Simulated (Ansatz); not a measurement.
# Amorphous Si2O: valence band and core levels, part 5 of 8

Aim: make a small model of amorphous Si2O and see how disorder spreads its core levels and valence spectrum.

Ansatz 0.2.0; DFT, PBE, plane-wave PAW, scalar-relativistic; PAW set soft_1.

So far. Step 5 (Dynamics at 300 K): Beyond half the shortest lattice vector, 4.6 Å, g(r) counts periodic images.

## (6) Relaxing the atoms

The quenched cell is relaxed to a local minimum.

Contents of input.yaml:

```yaml
crystal:
  lattice:
    - [9.1363297067, 0.0, 0.0]
    - [0.0, 9.1363297067, 0.0]
    - [0.0, 0.0, 9.1363297067]
  atoms:
    - { symbol: Si, position: [0.4999368723, 0.4842062822, 0.4545206603] }
    - { symbol: Si, position: [0.0309104626, 1.254295831, 0.9086799506] }
    - { symbol: Si, position: [0.8861064051, 0.6317144412, 0.6950285882] }
    - { symbol: Si, position: [0.1528513436, 0.1767942556, 0.7095330405] }
    - { symbol: Si, position: [1.0826209991, -0.1797582771, 0.2775084615] }
    - { symbol: Si, position: [-0.0250134497, 0.094584779, 0.2879332502] }
    - { symbol: Si, position: [0.7700903327, 0.8252215258, 0.0170142538] }
    - { symbol: Si, position: [0.9837564578, 0.5596906846, 0.2706199918] }
    - { symbol: Si, position: [0.8486784727, 0.5599526552, 0.0411610569] }
    - { symbol: Si, position: [1.0031891221, 0.4822661521, 0.5253076059] }
    - { symbol: Si, position: [0.2934790756, 0.4715993696, 0.6300854745] }
    - { symbol: Si, position: [0.6202867531, 0.9652808466, 0.6644181061] }
    - { symbol: Si, position: [0.4778877819, 0.7736869093, 0.5629430374] }
    - { symbol: Si, position: [0.9571466121, 1.2285424113, 0.5322248151] }
    - { symbol: Si, position: [0.1341397269, 0.7641516967, 0.7957628753] }
    - { symbol: Si, position: [1.0010887665, 0.951354376, -0.0460286071] }
    - { symbol: Si, position: [0.2701685727, 0.8973681423, 0.0041406108] }
    - { symbol: Si, position: [0.133670828, 0.2660786561, 0.1506909711] }
    - { symbol: Si, position: [0.0334233073, 0.5356000545, -0.119168036] }
    - { symbol: Si, position: [0.6862385589, 0.5486114094, 0.831168216] }
    - { symbol: Si, position: [0.7532549192, 1.3028410322, 1.0094305494] }
    - { symbol: Si, position: [0.7479445996, 1.0840998474, 0.149727183] }
    - { symbol: Si, position: [0.4530253107, 0.6293236298, 0.7876179421] }
    - { symbol: Si, position: [-0.126367244, 0.8881229916, 0.7255296806] }
    - { symbol: Si, position: [0.4764136877, 0.2629488726, 1.1851153282] }
    - { symbol: Si, position: [0.1437907646, 0.8297418171, 0.5364869638] }
    - { symbol: Si, position: [0.725316873, 0.2768006865, 0.6228813329] }
    - { symbol: Si, position: [0.5218908895, 0.8446322425, 0.94802448] }
    - { symbol: O, position: [0.3272312113, 0.8655857883, 0.5314912121] }
    - { symbol: O, position: [0.1164262415, 0.4222417455, 0.2323751668] }
    - { symbol: O, position: [-0.0318722598, -0.0787191992, 0.5697326418] }
    - { symbol: O, position: [0.5715645142, 0.3290560645, 1.049932455] }
    - { symbol: O, position: [0.2375549486, -0.1558155791, 0.1705771723] }
    - { symbol: O, position: [0.4614308571, 0.3907564738, 0.3070449929] }
    - { symbol: O, position: [0.7169217995, 0.3434364817, 0.8106732947] }
    - { symbol: O, position: [0.5363200635, 0.9808822525, 0.819453045] }
    - { symbol: O, position: [0.5799475968, 0.1268210279, 0.2418177827] }
    - { symbol: O, position: [0.6474825892, 0.4061437076, 0.5199033323] }
    - { symbol: O, position: [0.2940173168, 0.2850271761, 0.674156421] }
    - { symbol: O, position: [0.6162630046, 1.1369957623, 0.5950774857] }
    - { symbol: O, position: [0.3130773849, 0.2124500072, 1.1384129553] }
    - { symbol: O, position: [0.5323774646, 0.6601882497, 0.4263922712] }
kpoints:
  mp_grid: { grid: [2, 2, 2] }
scf:
  occupations: { method: fermi_dirac, width: 0.03 }
  n_extra_bands: 29
hamiltonian:
  xc: pbe
  pseudopotentials: { kind: paw, azcp: { folder: soft_1 } }
output:
  forces: true
relax:
  f_tol: 0.05
  max_steps: 60
```

On the command line:

```
$ ansatz run input.yaml --threads 8 --pin off --max-ram 23552MiB --backend cpu --events-out ev --progress --plain --runs-dir out
```

Numbers of over 12 decimals in the logs are rounded to 6 here.

What it wrote:

```text
[...]
Crystal: 42 atoms, lattice volume = 762.632 Å³
Basis set: ecut = 420 eV, 14939 PW (Γ), exchange–correlation on 128×128×128 points (8 copies of the dense FFT grid, shifted against one another)
Bands: 127, of which v1, the nominal top of the filled ones, is band 98 counted from 1 (97 counted from 0)
Symmetry: 1 space group operations
[...]
k-points: 8
[...]
SCF iter   1: F=—  HF=-25754.579709 eV  |F-HF|=—  |Δ(HF+E_count)|=         —  Δρ=4.95e-2  dr2=2.80e1  ethr=3.10e-3  ⟨swp⟩=8.9  Hψ=5798  notcnv=0  defer=69
[...]
SCF iter   8: F=-25748.774992 eV  HF=-25748.774998 eV  |F-HF|=6.30e-6  |Δ(HF+E_count)|=   2.65e-5  Δρ=5.59e-5  dr2=2.55e-5  ethr=3.19e-8  ⟨swp⟩=3.0  Hψ=4055  notcnv=0
SCF 1 converged in 8 iterations: F = -25748.774992 eV  dr2 = 2.55e-5
[...]
relax step   1: F+E_penalty+E_count = -25748.77499174 eV  Δ(F+E_penalty+E_count) = +0.000e0 eV  max|allowed force component| = 1.625e0 eV/Å  Δτ_max = 0.0000 Å  (8 SCF iters, dr2 threshold 6.25e-5 eV, accepted)
[...]
SCF iter   6: F=-25750.432895 eV  HF=-25750.432899 eV  |F-HF|=3.60e-6  |Δ(HF+E_count)|=   1.24e-5  Δρ=4.32e-5  dr2=1.77e-5  ethr=5.10e-8  ⟨swp⟩=3.0  Hψ=3979  notcnv=0
SCF 2 converged in 6 iterations: F = -25750.432895 eV  dr2 = 1.77e-5
relax step   2: F+E_penalty+E_count = -25750.43289497 eV  Δ(F+E_penalty+E_count) = -1.658e0 eV  max|allowed force component| = 1.301e0 eV/Å  Δτ_max = 0.1948 Å  (6 SCF iters, dr2 threshold 1.00e-4 eV, accepted)
SCF iter   1: F=—  HF=-25751.186185 eV  |F-HF|=—  |Δ(HF+E_count)|=         —  Δρ=7.03e-3  dr2=4.83e-1  ethr=2.10e-3  ⟨swp⟩=5.4  Hψ=3161  notcnv=0  defer=20
[...]
SCF iter   6: F=-25751.099883 eV  HF=-25751.099900 eV  |F-HF|=1.73e-5  |Δ(HF+E_count)|=   1.78e-6  Δρ=5.69e-5  dr2=3.22e-5  ethr=5.10e-8  ⟨swp⟩=3.0  Hψ=3870  notcnv=0
SCF 3 converged in 6 iterations: F = -25751.099883 eV  dr2 = 3.22e-5
relax step   3: F+E_penalty+E_count = -25751.09988275 eV  Δ(F+E_penalty+E_count) = -6.670e-1 eV  max|allowed force component| = 8.771e-1 eV/Å  Δτ_max = 0.2000 Å  (6 SCF iters, dr2 threshold 1.00e-4 eV, accepted)
[... from here on, the SCF cycles and remarks between the steps are left out ...]
relax step   4: F+E_penalty+E_count = -25751.40590325 eV  Δ(F+E_penalty+E_count) = -3.060e-1 eV  max|allowed force component| = 4.058e-1 eV/Å  Δτ_max = 0.2000 Å  (6 SCF iters, dr2 threshold 1.00e-4 eV, accepted)
relax step   5: F+E_penalty+E_count = -25751.47286972 eV  Δ(F+E_penalty+E_count) = -6.697e-2 eV  max|allowed force component| = 2.970e-1 eV/Å  Δτ_max = 0.1730 Å  (6 SCF iters, dr2 threshold 3.53e-5 eV, accepted)
relax step   6: F+E_penalty+E_count = -25751.55435598 eV  Δ(F+E_penalty+E_count) = -8.149e-2 eV  max|allowed force component| = 6.823e-1 eV/Å  Δτ_max = 0.2000 Å  (8 SCF iters, dr2 threshold 1.89e-5 eV, accepted)
relax step   7: F+E_penalty+E_count = -25751.63248761 eV  Δ(F+E_penalty+E_count) = -7.813e-2 eV  max|allowed force component| = 5.433e-1 eV/Å  Δτ_max = 0.1401 Å  (6 SCF iters, dr2 threshold 1.00e-4 eV, accepted)
relax step   8: F+E_penalty+E_count = -25751.68231401 eV  Δ(F+E_penalty+E_count) = -4.983e-2 eV  max|allowed force component| = 4.449e-1 eV/Å  Δτ_max = 0.0899 Å  (5 SCF iters, dr2 threshold 1.00e-4 eV, accepted)
relax step   9: F+E_penalty+E_count = -25751.75311821 eV  Δ(F+E_penalty+E_count) = -7.080e-2 eV  max|allowed force component| = 4.077e-1 eV/Å  Δτ_max = 0.1100 Å  (6 SCF iters, dr2 threshold 1.00e-4 eV, accepted)
relax step  10: F+E_penalty+E_count = -25751.83757526 eV  Δ(F+E_penalty+E_count) = -8.446e-2 eV  max|allowed force component| = 4.232e-1 eV/Å  Δτ_max = 0.1952 Å  (6 SCF iters, dr2 threshold 1.00e-4 eV, accepted)
relax step  11: F+E_penalty+E_count = -25751.88347999 eV  Δ(F+E_penalty+E_count) = -4.590e-2 eV  max|allowed force component| = 4.214e-1 eV/Å  Δτ_max = 0.2000 Å  (7 SCF iters, dr2 threshold 1.00e-4 eV, accepted)
relax step  12: F+E_penalty+E_count = -25751.95183903 eV  Δ(F+E_penalty+E_count) = -6.836e-2 eV  max|allowed force component| = 1.757e-1 eV/Å  Δτ_max = 0.0936 Å  (5 SCF iters, dr2 threshold 1.00e-4 eV, accepted)
relax step  13: F+E_penalty+E_count = -25751.83231276 eV  Δ(F+E_penalty+E_count) = +1.195e-1 eV  max|allowed force component| = 5.802e-1 eV/Å  Δτ_max = 0.2000 Å  (9 SCF iters, dr2 threshold 5.37e-6 eV, rejected (line search))
relax step  14: F+E_penalty+E_count = -25751.97203877 eV  Δ(F+E_penalty+E_count) = -2.020e-2 eV  max|allowed force component| = 1.400e-1 eV/Å  Δτ_max = 0.1000 Å  (10 SCF iters, accepted)
relax step  15: F+E_penalty+E_count = -25751.98308233 eV  Δ(F+E_penalty+E_count) = -1.104e-2 eV  max|allowed force component| = 7.553e-2 eV/Å  Δτ_max = 0.0472 Å  (7 SCF iters, dr2 threshold 3.41e-6 eV, accepted)
relax step  16: F+E_penalty+E_count = -25751.97742927 eV  Δ(F+E_penalty+E_count) = +5.653e-3 eV  max|allowed force component| = 1.820e-1 eV/Å  Δτ_max = 0.1130 Å  (9 SCF iters, rejected (line search))
relax step  17: F+E_penalty+E_count = -25751.98639397 eV  Δ(F+E_penalty+E_count) = -3.312e-3 eV  max|allowed force component| = 9.811e-2 eV/Å  Δτ_max = 0.0565 Å  (9 SCF iters, accepted)
relax step  18: F+E_penalty+E_count = -25751.99196770 eV  Δ(F+E_penalty+E_count) = -5.574e-3 eV  max|allowed force component| = 4.768e-2 eV/Å  Δτ_max = 0.0184 Å  (6 SCF iters, dr2 threshold 2.80e-6 eV, accepted)
[...]
SCF iter   4: F=-25751.991968 eV  HF=-25751.991968 eV  |F-HF|=5.51e-8  |Δ(HF+E_count)|=   2.62e-8  Δρ=1.77e-6  dr2=6.90e-8  ethr=5.10e-11  ⟨swp⟩=3.0  Hψ=3888  notcnv=0
SCF 19 converged in 4 iterations: F = -25751.991968 eV  dr2 = 6.90e-8
relax step  19: F+E_penalty+E_count = -25751.99196834 eV  Δ(F+E_penalty+E_count) = -6.401e-7 eV  max|allowed force component| = 4.772e-2 eV/Å  Δτ_max = 0.0000 Å  (4 SCF iters, accepted)
SCF converged after 4 iterations
Free energy (F): -25751.991968 eV
[...]
Internal energy: -25751.975369 eV  (E = F + TS)
E sigma→0 (E₀):  -25751.983669 eV
Entropy (-TS):   -0.016600 eV (-0.395 meV/atom)
Fermi energy:    5.142570 eV
[...]
--- Forces (eV/Å), atoms counted from 1 ---
  atom   1  Si    -0.00459285    -0.03770247    -0.02517619
  atom   2  Si     0.00444522    -0.01978274    -0.00108839
  atom   3  Si     0.00198174     0.00754341     0.00430123
  atom   4  Si    -0.00378319     0.03681719    -0.01214022
  atom   5  Si    -0.01362213     0.01985819    -0.00107180
  atom   6  Si     0.00792858    -0.01088850     0.00252918
  atom   7  Si     0.01445006     0.00065377    -0.00102395
  atom   8  Si    -0.00628015     0.01350250    -0.00886131
  atom   9  Si    -0.00614334    -0.00981681    -0.00133509
  atom  10  Si     0.00273572    -0.00834936     0.00204056
  atom  11  Si    -0.02094826     0.00888574    -0.00288455
  atom  12  Si    -0.01464027     0.00563823    -0.01183729
  atom  13  Si    -0.02415363     0.00800597     0.00528974
  atom  14  Si     0.00370255    -0.00211813     0.00674674
  atom  15  Si     0.00686505     0.00352235     0.01105586
  atom  16  Si    -0.02193996     0.00282761     0.01065764
  atom  17  Si     0.01406978     0.00372536     0.02179391
  atom  18  Si     0.02799659    -0.00402292     0.00533626
  atom  19  Si     0.00070152    -0.00459082    -0.00562884
  atom  20  Si    -0.02038010    -0.01746561    -0.00232729
  atom  21  Si     0.00396570    -0.00741342     0.01008179
  atom  22  Si    -0.00228884     0.01135478     0.01162828
  atom  23  Si     0.00067845     0.00161563    -0.01024240
  atom  24  Si    -0.03545820    -0.01427057     0.02254328
  atom  25  Si    -0.04080346    -0.00962393     0.00371251
  atom  26  Si     0.00307674    -0.01197239     0.00514791
  atom  27  Si    -0.00056700    -0.00490712    -0.00753189
  atom  28  Si    -0.00444964     0.00924719    -0.00450804
  atom  29  O      0.01380020    -0.00973379     0.00492269
  atom  30  O      0.00339295    -0.01204580    -0.01197427
  atom  31  O      0.03491515     0.04020106    -0.02622341
  atom  32  O      0.01997658    -0.00436053    -0.04723434
  atom  33  O      0.00125636    -0.01803930    -0.02237241
  atom  34  O      0.02886234    -0.00221798     0.00369366
  atom  35  O     -0.01236339     0.00629487     0.01195516
  atom  36  O     -0.00402852    -0.01940725     0.00786720
  atom  37  O     -0.00276203    -0.00972315    -0.00623249
  atom  38  O     -0.02055620     0.01922864    -0.00323924
  atom  39  O      0.00424653    -0.03780372     0.01616864
  atom  40  O      0.04270050     0.01905506     0.02150575
  atom  41  O     -0.00177241     0.01059732     0.01377765
  atom  42  O      0.02019376     0.04771669     0.01004305
  max |Σ_I F_I| component: 4.08e-4 eV/Å
--- Relaxed structure (19 steps of the walk, 17 accepted, 0 SCFs on fresh bases) ---
  F+E_penalty+E_count = -25751.99196834 eV   max|allowed force component| = 4.772e-2 eV/Å
  atoms:
    - { symbol: Si, position: [0.475318, 0.489350, 0.455777] }
    - { symbol: Si, position: [0.00870831, 1.267751, 0.930362] }
    - { symbol: Si, position: [0.884596, 0.617028, 0.689583] }
    - { symbol: Si, position: [0.126157, 0.185653, 0.713089] }
    - { symbol: Si, position: [1.091145, -0.178174, 0.285025] }
    - { symbol: Si, position: [-0.017496, 0.095217, 0.296359] }
    - { symbol: Si, position: [0.753298, 0.847260, 0.067169] }
    - { symbol: Si, position: [0.998771, 0.565505, 0.254454] }
    - { symbol: Si, position: [0.830102, 0.592016, 0.057433] }
    - { symbol: Si, position: [1.001372, 0.487357, 0.497527] }
    - { symbol: Si, position: [0.248120, 0.463363, 0.586573] }
    - { symbol: Si, position: [0.649275, 0.965453, 0.664987] }
    - { symbol: Si, position: [0.490751, 0.785045, 0.576224] }
    - { symbol: Si, position: [0.947640, 1.236057, 0.524178] }
    - { symbol: Si, position: [0.219711, 0.647862, 0.771028] }
    - { symbol: Si, position: [0.972402, 0.964520, -0.051417] }
    - { symbol: Si, position: [0.237040, 0.870489, -0.015456] }
    - { symbol: Si, position: [0.136242, 0.266490, 0.155057] }
    - { symbol: Si, position: [0.025455, 0.530831, -0.113807] }
    - { symbol: Si, position: [0.690386, 0.529139, 0.828911] }
    - { symbol: Si, position: [0.746283, 1.276287, 0.995908] }
    - { symbol: Si, position: [0.744700, 1.081580, 0.175167] }
    - { symbol: Si, position: [0.471877, 0.657912, 0.804677] }
    - { symbol: Si, position: [-0.103793, 0.877586, 0.718520] }
    - { symbol: Si, position: [0.482340, 0.272324, 1.186402] }
    - { symbol: Si, position: [0.169280, 0.806080, 0.543752] }
    - { symbol: Si, position: [0.710165, 0.277805, 0.612912] }
    - { symbol: Si, position: [0.521308, 0.865481, 0.944464] }
    - { symbol: O, position: [0.337167, 0.879550, 0.542373] }
    - { symbol: O, position: [0.129114, 0.442525, 0.206544] }
    - { symbol: O, position: [0.031498, -0.085745, 0.596574] }
    - { symbol: O, position: [0.570485, 0.326480, 1.038590] }
    - { symbol: O, position: [0.229420, -0.172331, 0.162539] }
    - { symbol: O, position: [0.470443, 0.414829, 0.293824] }
    - { symbol: O, position: [0.699362, 0.333914, 0.798521] }
    - { symbol: O, position: [0.562367, 0.998487, 0.822612] }
    - { symbol: O, position: [0.584173, 0.138611, 0.254144] }
    - { symbol: O, position: [0.613168, 0.410156, 0.541794] }
    - { symbol: O, position: [0.263291, 0.294237, 0.656292] }
    - { symbol: O, position: [0.622352, 1.125395, 0.585013] }
    - { symbol: O, position: [0.313290, 0.220002, 1.151542] }
    - { symbol: O, position: [0.517385, 0.665426, 0.440178] }
```

Wall time 89 s (8 threads of Arm Neoverse V2, shared host); peak memory 3.6 GiB.

The steps of the relaxation:

```
step  energy less that of the first step (eV)  largest force component (eV/Å)
   1                                   0.0000                          1.6247
   2                                  -1.6579                          1.3008
   3                                  -2.3249                          0.8771
   4                                  -2.6309                          0.4058
   5                                  -2.6979                          0.2970
   6                                  -2.7794                          0.6823
   7                                  -2.8575                          0.5433
   8                                  -2.9073                          0.4449
   9                                  -2.9781                          0.4077
  10                                  -3.0626                          0.4232
  11                                  -3.1085                          0.4214
  12                                  -3.1768                          0.1757
  13                                  -3.0573                          0.5802
  14                                  -3.1970                          0.1400
  15                                  -3.2081                          0.0755
  16                                  -3.2024                          0.1820
  17                                  -3.2114                          0.0981
  18                                  -3.2170                          0.0477
  19                                  -3.2170                          0.0477
```

Relaxation steps 13, 16 were tried and not accepted.

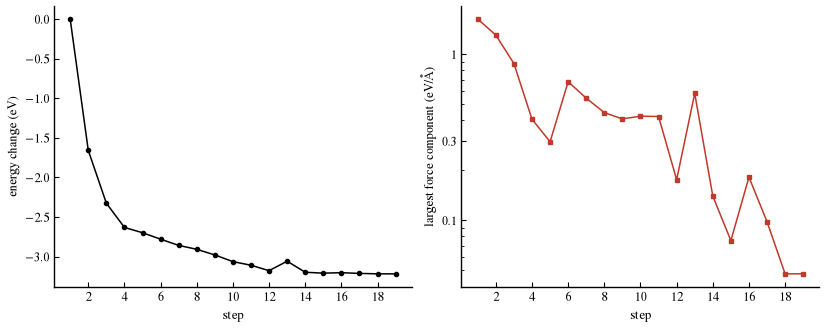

Energy and largest force along the relaxation.

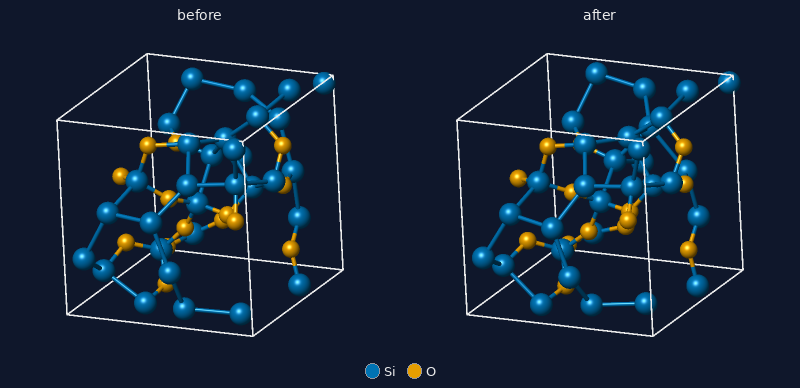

The structure before and after the relaxation, drawn at the same scale. Bonds to atoms that aren't drawn are left out.

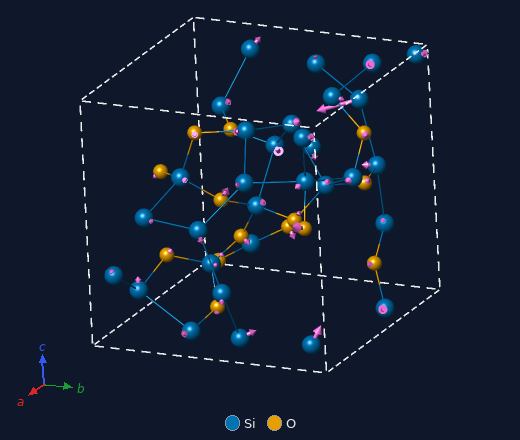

Displacements in the relaxation, scaled; the longest in the cell stands for 1.34 Å. Bonds to atoms that aren't drawn are left out. Some periodic images of atoms are drawn too.

The atoms that moved most (Å):

```
atom      dx      dy      dz  length
Si15   0.782  -1.062  -0.226   1.338
 O31   0.579  -0.064   0.245   0.632
Si11  -0.414  -0.075  -0.398   0.579
 Si7  -0.153   0.201   0.458   0.524
Si17  -0.303  -0.246  -0.179   0.429
 O38  -0.314   0.037   0.200   0.374
 Si9  -0.170   0.293   0.149   0.370
Si23   0.172   0.261   0.156   0.350
```

Numbers from this step:

- free energy: -25751.9920 eV
- energy at zero smearing: -25751.9837 eV
- smearing term TS: 0.01660 eV
- Fermi energy: 5.143 eV

The relaxation ends 77 meV an atom lower, with a largest force component of 0.048 eV/Å.

[end of part 5 of 8]

[Logs are printed without paths, hosts, clocks, repeated set-up lines and the standing remarks that a program may print on its own settings, such as how far it seeks lower states.]

[Hosts, paths, dates, database ids (printed as entryN), source tags and the programs' standing remarks are cut or masked in the printed files.]

[Maps of the electrostatic potential energy from Ansatz leave out the sawtooth potential of an applied field or a dipole correction, so their vacuum need not be flat; work functions include it.]
